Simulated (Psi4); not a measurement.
# A workflow on CH5In (SMILES [CH3][InH2])

We compute a structure relaxation (singlet CH5In, TPSS-D3(BJ)/3-21G), then a single-point energy (doublet CH5In+, UTPSS-D3(BJ)/3-21G), then a structure relaxation (doublet CH5In+, UTPSS-D3(BJ)/3-21G), then a single-point energy (singlet CH5In, TPSS-D3(BJ)/3-21G) of CH5In. 

The calculation is run with Psi4 1.11.

## Step 1: The system as given

CH5In: 7 atoms, total charge 0, spin state singlet. SMILES: `[CH3][InH2]`. Geometry: relaxed at PBE0-D4/def2-TZVP. The run starts from this shape.

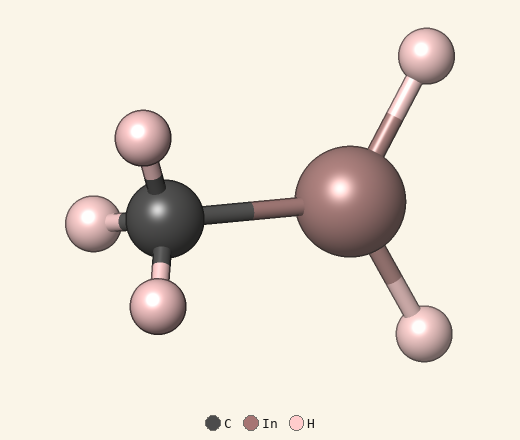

Viewed from a chosen angle; carbon dark grey, indium brown, hydrogen pink.

## Step 2: A structure relaxation at TPSS-D3(BJ)/3-21G (run 1)

calc.dat

```
memory 1.6 GB

molecule m {
  0 1
  C     -0.99872026    -1.32394212    -0.94221745
  In     1.12306424     1.48116734     1.10360006
  H     -2.67509630    -1.91315873     0.09921062
  H     -1.60305467    -0.52912331    -2.75125226
  H      0.17234302    -2.97253919    -1.34548500
  H     -0.25227844     3.16907071     3.54304751
  H      4.23374241     2.08852531     0.29309652
  units bohr
}

set basis 3-21G
set scf_type pk

e_tot, wfn = opt("tpss-d3bj2b", return_wfn=True)
```

On the command line:

```console
$ psi4 -i calc.dat -o calc.out -n 1
```

calc.out:

```text
[...]
  Running in c1 symmetry.
[...]
  Nuclear repulsion =  143.192308431842491
[...]
  Multiplicity = 1
[...]
  Nalpha       = 30
  Nbeta        = 30
[...]
    Number of basis functions: 52
[...]
   @RKS iter   1: -5757.64938346909548   -3.45572e+00   1.77662e-02 ADIIS/DIIS
[...]
   @RKS iter   6: -5758.13991065730897   -1.81899e-12   2.19407e-09 DIIS
[...]
  @RKS Final Energy: -5758.13991065730897
   => Energetics <=
    Nuclear Repulsion Energy =            140.7767859502371834
    One-Electron Energy =               -8229.1715761885006941
    Two-Electron Energy =                2493.2064085564811649
    DFT Exchange-Correlation Energy =    -162.9473503725290868
    Empirical Dispersion Energy =          -0.0041786029973883
    VV10 Nonlocal Energy =                  0.0000000000000000
    Total Energy =                      -5758.1399106573089739
[...]
 Multipole Moments:
 ------------------------------------------------------------------------------------
     Multipole            Electronic (a.u.)      Nuclear  (a.u.)        Total (a.u.)
 ------------------------------------------------------------------------------------
 L = 1.  Multiply by 2.5417464519 to convert [e a0] to [Debye]
 Dipole X            :          4.1020109           -4.2936056           -0.1915948
 Dipole Y            :          5.4136913           -5.6627822           -0.2490910
 Dipole Z            :          4.0189911           -4.2056672           -0.1866761
 Magnitude           :                                                    0.3655172
[...]
  -Total Gradient:
     Atom            X                  Y                   Z
    ------   -----------------  -----------------  -----------------
       1        0.000070455046     0.000084929074     0.000016093316
       2        0.000018078575     0.000035622028     0.000066965648
       3       -0.000018924987    -0.000011889255     0.000011456057
       4       -0.000014870972    -0.000007899256    -0.000011960631
       5        0.000010439561    -0.000015617237     0.000000192412
       6        0.000004936826     0.000005618697    -0.000004158099
       7        0.000004213656    -0.000006624630    -0.000011673682
[...]
```

On the terminal:

```text
Optimizer: Optimization complete!
```

Wall time 59 s (1 thread of Intel Xeon Platinum 8488C (Sapphire Rapids), shared host); peak memory 0.66 GiB.

The path in brief:

| step | energy from the first frame kept (eV) | largest force (eV/Å) |
| --- | --- | --- |
| 0 | 0.0000 | 0.6303 |
| 1 | -0.0408 | 0.1308 |
| 2 | -0.0437 | 0.0271 |
| 3 | -0.0435 | 0.0563 |
| 4 | -0.0440 | 0.0222 |
| 5 | -0.0440 | 0.0057 |

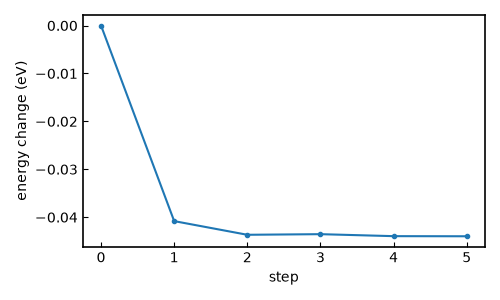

Energy along the run.

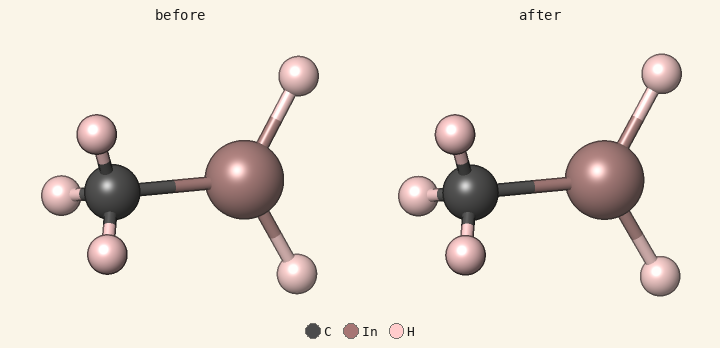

Before and after, at one scale.

After the run. Bond lengths: C1–In2 2.183 Å, C1–H3 1.099 Å, C1–H4 1.103 Å, C1–H5 1.101 Å, In2–H6 1.783 Å, In2–H7 1.783 Å. Angles: C1–In2–H6 121.4°, C1–In2–H7 120.8°, In2–C1–H3 111.4°, In2–C1–H4 110.0°, In2–C1–H5 110.8°, H6–In2–H7 117.8°, H3–C1–H4 108.1°, H3–C1–H5 108.9°, H4–C1–H5 107.5°.

## Step 3: The doublet cation: the energy at UTPSS-D3(BJ)/3-21G (run 2)

ch5in.dat

```
memory 1.6 GB

molecule m {
  1 2
  C     -1.02627246    -1.35547976    -0.97272896
  In     1.12606134     1.48468601     1.10665007
  H     -2.71209336    -1.95170158     0.08444997
  H     -1.65105372    -0.57956011    -2.80280966
  H      0.14744966    -3.02588805    -1.36958090
  H     -0.25654544     3.23525270     3.63119568
  H      4.33427206     2.13909249     0.31091286
  units bohr
  symmetry c1
}

set globals {
  basis 3-21G
  reference uks
  scf_type pk
}

energy_value, wavefunction = energy('tpss-d3bj2b', return_wfn=True)
```

On the command line:

```console
$ psi4 ch5in.dat ch5in.out -n 1
```

ch5in.out:

```text
[...]
  Running in c1 symmetry.
[...]
  Nuclear repulsion =  140.776782890176207
[...]
  Multiplicity = 2
[...]
  Nalpha       = 30
  Nbeta        = 29
[...]
    Number of basis functions: 52
[...]
   @UKS iter   1: -5757.33173547729439   -3.21061e+00   1.70996e-02 DIIS/ADIIS
[...]
   @UKS iter  17: -5757.79128727661373   -2.11267e-08   2.91180e-07 DIIS
[...]
   @S^2 Observed:                7.551958606E-01
[...]
    Orbital Energies [Eh]
    ---------------------
    Alpha Occupied:
       1A   -980.317367     2A   -143.947749     3A   -133.894300
       4A   -133.894278     5A   -133.892713     6A    -27.547568
       7A    -23.362424     8A    -23.359442     9A    -23.356185
      10A    -16.271543    11A    -16.270183    12A    -16.267686
      13A    -16.266804    14A    -16.266753    15A    -10.211134
      16A     -4.368448    17A     -3.019415    18A     -3.016487
      19A     -3.008272    20A     -1.002388    21A     -0.992251
      22A     -0.988940    23A     -0.986794    24A     -0.984093
      25A     -0.889159    26A     -0.610910    27A     -0.609818
      28A     -0.605518    29A     -0.515046    30A     -0.482788
    Alpha Virtual:
[...]
  @UKS Final Energy: -5757.79128727661373
   => Energetics <=
    Nuclear Repulsion Energy =            140.7767828901762073
    One-Electron Energy =               -8213.3366510192718124
    Two-Electron Energy =                2477.4093638050781010
    DFT Exchange-Correlation Energy =    -162.6366043496579721
    Empirical Dispersion Energy =          -0.0041786029380102
    VV10 Nonlocal Energy =                  0.0000000000000000
    Total Energy =                      -5757.7912872766137298
[...]
 Multipole Moments:
 ------------------------------------------------------------------------------------
     Multipole            Electronic (a.u.)      Nuclear  (a.u.)        Total (a.u.)
 ------------------------------------------------------------------------------------
 L = 1.  Multiply by 2.5417464519 to convert [e a0] to [Debye]
 Dipole X            :          3.6859225           -4.2936038           -0.6076813
 Dipole Y            :          4.8408298           -5.6627852           -0.8219554
 Dipole Z            :          3.5845355           -4.2056652           -0.6211297
 Magnitude           :                                                    1.1961142
[...]
```

It took 31 s on 1 thread of Intel Xeon Platinum 8488C (Sapphire Rapids), shared host; peak memory 0.61 GiB.

## Step 4: The doublet cation: a geometry optimisation at UTPSS-D3(BJ)/3-21G (run 3)

run.py

```python
import psi4

psi4.set_memory('1600 MB')
psi4.set_num_threads(1)
psi4.set_output_file('run.log', False)

m = psi4.geometry("""
1 2
C     -1.02627246    -1.35547976    -0.97272896
In     1.12606134     1.48468601     1.10665007
H     -2.71209336    -1.95170158     0.08444997
H     -1.65105372    -0.57956011    -2.80280966
H      0.14744966    -3.02588805    -1.36958090
H     -0.25654544     3.23525270     3.63119568
H      4.33427206     2.13909249     0.31091286
units au
symmetry c1
""")

psi4.set_options({
    'reference': 'uks',
    'scf_type': 'pk',
})

energy_value, wavefunction = psi4.optimize("tpss-d3bj/3-21G", return_wfn=True)
print('E =', round(energy_value, 9))
print(m.to_string(dtype='xyz', units='Angstrom'))
```

On the command line:

```console
$ python run.py
```

run.log:

```text
[...]
  Running in c1 symmetry.
[...]
  Nuclear repulsion =  140.776782890176207
[...]
  Multiplicity = 2
[...]
  Nalpha       = 30
  Nbeta        = 29
[...]
    Number of basis functions: 52
[...]
   @UKS iter   0: -5757.82127863346977   -5.75782e+03   1.40522e-04
[...]
   @UKS iter   8: -5757.82118076095412    3.63798e-12   3.20261e-09 DIIS
[...]
   @S^2 Observed:                7.529365465E-01
[...]
  @UKS Final Energy: -5757.82118076095412
   => Energetics <=
    Nuclear Repulsion Energy =            131.6493306130824408
    One-Electron Energy =               -8195.6999279073897924
    Two-Electron Energy =                2468.8783456133469372
    DFT Exchange-Correlation Energy =    -162.6446468233930602
    Empirical Dispersion Energy =          -0.0042822566000763
    VV10 Nonlocal Energy =                  0.0000000000000000
    Total Energy =                      -5757.8211807609541211
[...]
 Multipole Moments:
 ------------------------------------------------------------------------------------
     Multipole            Electronic (a.u.)      Nuclear  (a.u.)        Total (a.u.)
 ------------------------------------------------------------------------------------
 L = 1.  Multiply by 2.5417464519 to convert [e a0] to [Debye]
 Dipole X            :          4.8843570           -5.2804401           -0.3960830
 Dipole Y            :          6.4946906           -7.0207541           -0.5260635
 Dipole Z            :          4.7897035           -5.1771722           -0.3874687
 Magnitude           :                                                    0.7640396
[...]
  -Total Gradient:
     Atom            X                  Y                   Z
    ------   -----------------  -----------------  -----------------
       1        0.000060582076    -0.000003491185    -0.000021889303
       2       -0.000050940043     0.000049850084     0.000023884455
       3       -0.000011037557     0.000004821912     0.000011336950
       4       -0.000020648949    -0.000022776208    -0.000013378647
       5       -0.000015970783    -0.000011524674    -0.000025577243
       6        0.000017482405     0.000008555648     0.000024059750
       7        0.000015208599    -0.000029347630    -0.000003297769
[...]
```

Standard output:

```text
Optimizer: Optimization complete!
E = -5757.821180761
7
1 2 CH5In
C                    -1.150303181411    -1.528016936997    -1.118895887119
In                    0.147495411895     0.195979351802     0.143801239676
H                    -1.971280951848    -1.696590620599    -0.417636533881
H                    -1.367776802019    -0.941453252165    -2.017806284206
H                    -0.381849805170    -2.300991662712    -1.208098632143
H                    -1.049858109219     0.720724253469     1.281327967587
H                     1.651021019193     0.068201586085    -0.710313461158
```

Run time: 3.3 min. Hardware: 1 thread of Intel Xeon Platinum 8488C (Sapphire Rapids), shared host; peak memory 0.67 GiB.

Steps, from the record of the run:

| step | energy from the first frame kept (eV) | largest force (eV/Å) |
| --- | --- | --- |
| 0 | 0.0000 | 3.2992 |
| 1 | -0.4216 | 1.7574 |
| 2 | -0.7207 | 0.8427 |
| 3 | -0.7900 | 0.3787 |
| 4 | -0.8101 | 0.1106 |
| 5 | -0.7187 | 0.6696 |
| 6 | -0.7926 | 0.3097 |
| 7 | -0.8130 | 0.0493 |
| 8 | -0.8134 | 0.0217 |
| 9 | -0.8134 | 0.0112 |
| 10 | -0.8134 | 0.0039 |

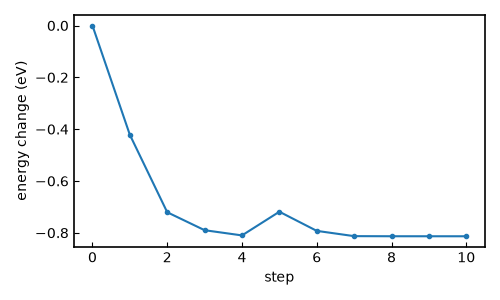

Energy along the run.

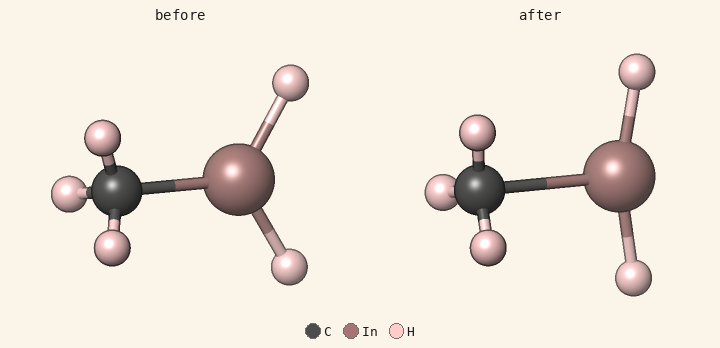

Before and after, at one scale.

After the run. Bond lengths: C1–In2 2.500 Å, C1–H3 1.093 Å, C1–H4 1.095 Å, C1–H5 1.094 Å, In2–H6 1.733 Å, In2–H7 1.734 Å. Angles: C1–In2–H6 100.5°, C1–In2–H7 98.7°, In2–C1–H3 99.9°, In2–C1–H4 98.5°, In2–C1–H5 99.4°, H6–In2–H7 160.9°, H3–C1–H4 117.4°, H3–C1–H5 118.1°, H4–C1–H5 116.8°.

## Step 5: The energy at TPSS-D3(BJ)/3-21G (run 4)

job.dat

```
memory 1.6 GB

molecule mol {
  0 1
  C
  In 1 2.50017
  H 1 1.092788 2 99.9185
  H 1 1.095167 3 117.39712 2 -105.08156
  H 1 1.093603 3 118.11307 4 -148.54
  H 2 1.732911 1 100.46688 3 -17.2868
  H 2 1.733905 6 160.87609 3 -173.80321
  units angstrom
  symmetry c1
}

set {
  scf_type pk
}

E, wfn = energy('tpss-d3bj2b/3-21G', return_wfn=True)
print_variables()
```

On the command line:

```console
$ psi4 job.dat job.out -n 1
```

job.out:

```text
[...]
  Running in c1 symmetry.
[...]
  Nuclear repulsion =  131.649330014169578
[...]
  Multiplicity = 1
[...]
  Nalpha       = 30
  Nbeta        = 30
[...]
    Number of basis functions: 52
[...]
   @RKS iter   1: -5757.61397424048664   -3.62598e+00   1.75646e-02 DIIS/ADIIS
[...]
   @RKS iter   8: -5758.09904921499492   -1.40250e-07   5.02365e-07 DIIS
[...]
    Orbital Energies [Eh]
    ---------------------
    Doubly Occupied:
       1A   -980.050843     2A   -143.682391     3A   -133.629043
       4A   -133.627869     5A   -133.627385     6A    -27.285572
       7A    -23.101233     8A    -23.096147     9A    -23.094021
      10A    -16.008733    11A    -16.007324    12A    -16.005701
      13A    -16.003734    14A    -16.002663    15A     -9.896786
      16A     -4.109801    17A     -2.764731    18A     -2.753328
      19A     -2.751047    20A     -0.742424    21A     -0.733464
      22A     -0.731472    23A     -0.728987    24A     -0.723070
      25A     -0.580165    26A     -0.356707    27A     -0.337207
      28A     -0.335735    29A     -0.284433    30A     -0.163336
[...]
  @RKS Final Energy: -5758.09904921499492
   => Energetics <=
    Nuclear Repulsion Energy =            131.6493300141695784
    One-Electron Energy =               -8210.8671326336516358
    Two-Electron Energy =                2484.0405757729167817
    DFT Exchange-Correlation Energy =    -162.9175401115643069
    Empirical Dispersion Energy =          -0.0042822568646318
    VV10 Nonlocal Energy =                  0.0000000000000000
    Total Energy =                      -5758.0990492149949205
[...]
 Multipole Moments:
 ------------------------------------------------------------------------------------
     Multipole            Electronic (a.u.)      Nuclear  (a.u.)        Total (a.u.)
 ------------------------------------------------------------------------------------
 L = 1.  Multiply by 2.5417464519 to convert [e a0] to [Debye]
 Dipole X            :         -0.0098074            0.0130902            0.0032828
 Dipole Y            :          0.0298310           -0.0290353            0.0007958
 Dipole Z            :         10.9675249          -10.1968685            0.7706563
 Magnitude           :                                                    0.7706637
[...]
```

Run time: 11 s. Hardware: 1 thread of Intel Xeon Platinum 8488C (Sapphire Rapids), shared host; peak memory 0.62 GiB.

## Step 6: Summary of results

| quantity | value |
| --- | --- |
| run 1, TPSS-D3(BJ)/3-21G: total energy at the end | -5758.13991 Eh |
| run 1, TPSS-D3(BJ)/3-21G: dipole moment | 0.93 D |
| run 1, TPSS-D3(BJ)/3-21G: HOMO energy | -6.32 eV |
| run 1, TPSS-D3(BJ)/3-21G: LUMO energy | -1.95 eV |
| run 1, TPSS-D3(BJ)/3-21G: HOMO–LUMO gap | 4.37 eV |
| run 1, TPSS-D3(BJ)/3-21G: dispersion energy | -10.97 kJ/mol |
| doublet cation, run 2: total energy | -5757.79129 Eh |
| doublet cation, run 2: HOMO energy (highest over α and β) | -12.61 eV |
| doublet cation, run 2: LUMO energy (lowest over α and β) | -12.59 eV |
| doublet cation, run 2: dispersion energy | -10.97 kJ/mol |
| doublet cation, run 2: ⟨S²⟩ | 0.755 |
| doublet cation, run 3: total energy at the end | -5757.82118 Eh |
| doublet cation, run 3: HOMO energy (highest over α and β) | -12.55 eV |
| doublet cation, run 3: LUMO energy (lowest over α and β) | -10.61 eV |
| doublet cation, run 3: dispersion energy | -11.24 kJ/mol |
| doublet cation, run 3: ⟨S²⟩ | 0.753 |
| run 4, TPSS-D3(BJ)/3-21G: total energy | -5758.09905 Eh |
| run 4, TPSS-D3(BJ)/3-21G: dipole moment | 1.96 D |
| run 4, TPSS-D3(BJ)/3-21G: HOMO energy | -4.44 eV |
| run 4, TPSS-D3(BJ)/3-21G: LUMO energy | -2.17 eV |
| run 4, TPSS-D3(BJ)/3-21G: HOMO–LUMO gap | 2.27 eV |
| run 4, TPSS-D3(BJ)/3-21G: dispersion energy | -11.24 kJ/mol |
| adiabatic ionisation energy (to the doublet cation, no zero-point term) | 8.673 eV |

**Reading.** The adiabatic ionisation energy (to the doublet cation, no zero-point term) is 8.67 eV (200 kcal/mol). The optimisation (run 1, TPSS-D3(BJ)/3-21G) took 6 steps and changed the energy by -0.044 eV. Relativity is left out (run 1, TPSS-D3(BJ)/3-21G) although the molecule holds a heavy atom. Relativity is left out (doublet cation, run 2) although the molecule holds a heavy atom. The optimisation (doublet cation, run 3) took 11 steps and changed the energy by -0.813 eV. Relativity is left out (doublet cation, run 3) although the molecule holds a heavy atom.
